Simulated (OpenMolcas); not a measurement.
```
&GATEWAY
Basis set
Ni.ANO-RCC-VTZP.
Ni1 0.0 0.0 0.0 Angstrom
End of basis
Basis set
F.ANO-RCC-VDZP.
L1 1.366011 1.366011 1.366011 Angstrom
L2 1.366011 1.366011 -1.366011 Angstrom
L3 1.366011 -1.366011 1.366011 Angstrom
L4 1.366011 -1.366011 -1.366011 Angstrom
End of basis
Basis set
Ca.EMB-AIMP.Pascual.0s.0s.ECP.CaF2.
PseudoCharge
* 21 symmetry-unique lattice sites within 7.6 angstrom
End of basis
Basis set
F.EMB-AIMP.Pascual.0s.0s.ECP.CaF2.
PseudoCharge
* 40 symmetry-unique lattice sites within 7.6 angstrom
End of basis
Symmetry
XYZ
AngMom=0.0 0.0 0.0
AMFI
RICD
XField
1348 Angstrom 0
* Evjen-weighted lattice charges
&SEWARD
&RASSCF
FileOrb=start.orb
Symmetry=1
Spin=3
nActEl=8 0 0
Inactive=23 26
Ras2=5 0
CIRoot=10 10 1
SDav=10
CIMx=300
Iter=150 100
PrWF=0.3
OrbListing=Nothing
MaxOrb=0
LevShft=1.0
>>> COPY $Project.JobIph JOB001
&RASSCF
FileOrb=start.orb
Symmetry=1
Spin=1
nActEl=8 0 0
Inactive=23 26
Ras2=5 0
CIRoot=15 15 1
SDav=15
CIMx=300
Iter=150 100
PrWF=0.3
OrbListing=Nothing
MaxOrb=0
LevShft=1.0
>>> COPY $Project.JobIph JOB002
&RASSI
NrOfJobIphs=2 10 15
1 2 3 4 5 6 7 8 9 10
1 2 3 4 5 6 7 8 9 10 11 12 13 14 15
IphNames
JOB001
JOB002
EJob
SpinOrbit
DIPRint=1.0
SOCoupling=1000.0
Subsets=2
Property=9
'ANGMOM' 1 'ANGMOM' 2 'ANGMOM' 3 'MLTPL  1' 1 'MLTPL  1' 2 'MLTPL  1' 3
'AMFI' 1 'AMFI' 2 'AMFI' 3
SOProperty=3
'ANGMOM' 1 'ANGMOM' 2 'ANGMOM' 3
>>> COPY JOB001 $Project.JobIph
&CASPT2
Multistate=10 1 2 3 4 5 6 7 8 9 10
NoMult
Frozen=6 7
IPEA=0.5
Imaginary=0.1
MaxIter=60
WThr=0.0 0.3 0.05
PrWF=0.5
NoMix
>>> COPY JOB002 $Project.JobIph
&CASPT2
Multistate=15 1 2 3 4 5 6 7 8 9 10 11 12 13 14 15
NoMult
Frozen=6 7
IPEA=0.5
Imaginary=0.1
MaxIter=60
WThr=0.0 0.3 0.05
PrWF=0.5
NoMix
```

Launched with:
```bash
OMP_NUM_THREADS=1 MOLCAS_MEM=2457 MOLCAS_PROJECT=a pymolcas a.inp > a.log  # once for each step of the input, in one work folder
```

The CASPT2 energies were then put on the diagonal of the RASSI spin-orbit matrix.

Computed with OpenMolcas: state-averaged SS-CASPT2, IPEA shift 0.5, imaginary shift 0.1 hartree, closed shells 3s 3p correlated, active space 8 electrons in the shell 3d, basis ANO-RCC-VTZP on the metal and ANO-RCC-VDZP on the ligands, DKH2 scalar Hamiltonian, spin-orbit coupling by RASSI with atomic mean-field integrals.

Ni²⁺ (3d⁸) as a dopant in CaF₂, a cluster with its 8 nearest F⁻ at 2.366 Å (cube) embedded in model potentials and point charges; the geometry was set, not optimised. The cluster and the levels that result:

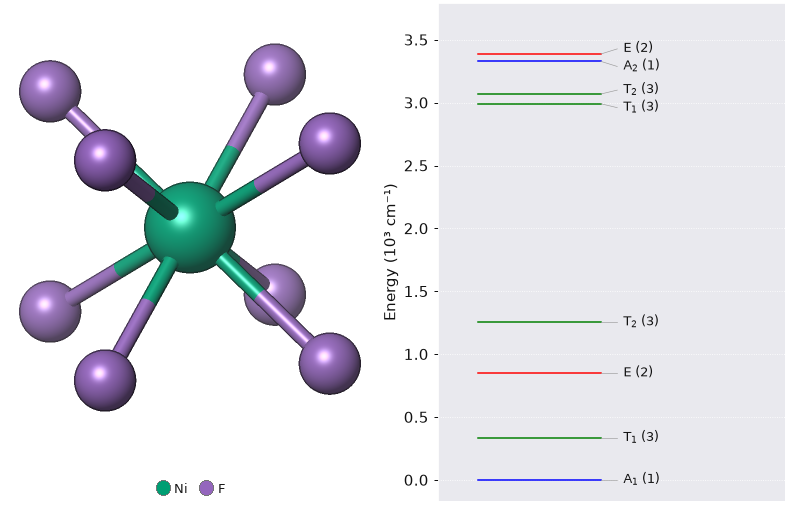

Labels give the representation in O, Td, D4 or D3 as the site allows (double group for half-integer spin) where it could be assigned and, in brackets, the degeneracy; spin-free states, where drawn, share the zero of the spin-orbit levels.

The ground level is A₁, non-degenerate, 100 % from states of spin multiplicity 3. The next level lies at 334 cm⁻¹ (T₁).

Caveat: single d shell for a late 3d ion, CASPT2 field may be too large; the geometry is set by hand, with no relaxation and no charge compensation.
